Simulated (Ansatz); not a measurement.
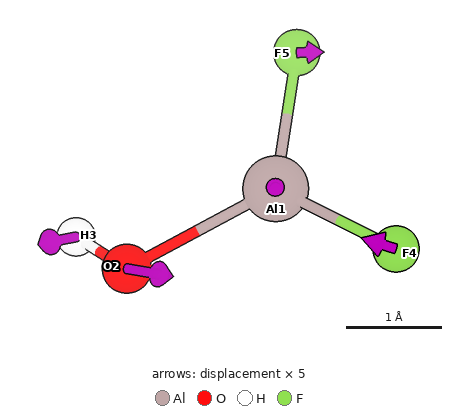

This is a relaxation of AlHOF2. The starting structure is drawn; purple arrows show the displacements, magnified 5 times. The two geometries are superimposed by the best rigid fit.

A ball-and-stick model, seen at a tilt.

The run prepares the start of a later molecular dynamics calculation, from a guessed geometry.

Level of theory: RKS revPBE/def2-mTZVP in Ansatz 0.2.0.

Input
```yaml
crystal:
  periodic: [false, false, false]
  atoms:
    - { symbol: Al, position_ang: [0.0, 0.0, 0.0] }
    - { symbol: O, position_ang: [0.0, 0.0, 1.78] }
    - { symbol: H, position_ang: [-0.9095, -0.2814, 2.1171] }
    - { symbol: F, position_ang: [1.4635, 0.0, -0.845] }
    - { symbol: F, position_ang: [-1.4635, 0.0, -0.845] }
basis:
  gaussian: { orbitals: def2-mTZVP }
hamiltonian:
  xc: revpbe
relax:
  f_tol: 0.02
  max_steps: 40
```

Launched with:
```bash
ansatz run input.yaml --threads 1 --pin off --max-ram 2048MiB --backend cpu --events-out ev --progress --plain --runs-dir out
```

Question: What happened in the run?

Answer: O2 moves most after the best rigid fit: 0.15 Å. By element the largest moves are O 0.15 Å, H 0.15 Å, F 0.08 Å, Al 0.04 Å. Near-neighbour distances that change, for instance: Al1–O2 1.780 → 1.707 Å, O2–H3 1.010 → 0.971 Å, Al1–F4 1.690 → 1.662 Å, Al1–F5 1.690 → 1.667 Å. Bond angles that change, for instance: Al1–O2–H3 109.5° → 119.9°, O2–Al1–F5 120.0° → 123.1°. After 5 accepted moves (6 points after the start) the energy has fallen by 2.97 kcal/mol. Largest force component: 1.3 eV/Å at the start, 0.0026 eV/Å at the end. The line search rejected the trial step at point 4 of the run.
